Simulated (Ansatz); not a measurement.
Consider LaLu$_{2}$N$_{3}$.

```
CELL_PARAMETERS angstrom
3.48278 0.00000 0.00000
-1.74139 3.01618 0.00000
0.00000 0.00000 8.62653
ATOMIC_POSITIONS crystal
La 0.00000 0.00000 0.00000
Lu 0.66667 0.33333 0.65692
Lu 0.33333 0.66667 0.34308
N 0.00000 0.00000 0.50000
N 0.66667 0.33333 0.18693
N 0.33333 0.66667 0.81307
```

Space group P-3m1; a generated structure, not necessarily the stable one.

Theory: Ansatz, DFT PBE, scalar-relativistic, plane waves, PAW.

### What will maps of the valence pseudo-density and electron localisation function show?

Lu–N (2.42 Å): ρ is about 0.36 e/Å³ halfway; the ELF peaks at about 0.80 in the valence shell of N, 0.7 Å from its nucleus, and is about 0.15 at the midpoint: no shared electron pair shows on this line.
La–N (2.58 Å): the density is about 0.36 e/Å³ at the midpoint; the ELF is about 0.20 at the midpoint (no localised pair shows between them).
Bader's partition of the density gives La +1.68, Lu +1.88 and N −1.87 to −1.79 e.

### How much charge does the calculation move between the atoms?

Electrons move from La and Lu towards N. Bader charges: La +1.68, Lu +1.88 and N −1.87 to −1.79 e.

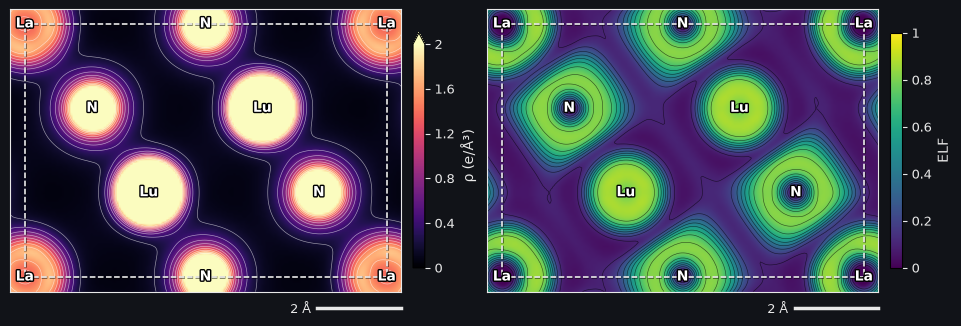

Computed valence pseudo-density and electron localisation function on the (110) plane of the conventional cell, in this order. 

The density is the valence pseudo-density of a PAW calculation; it isn't the true density close to the nuclei.
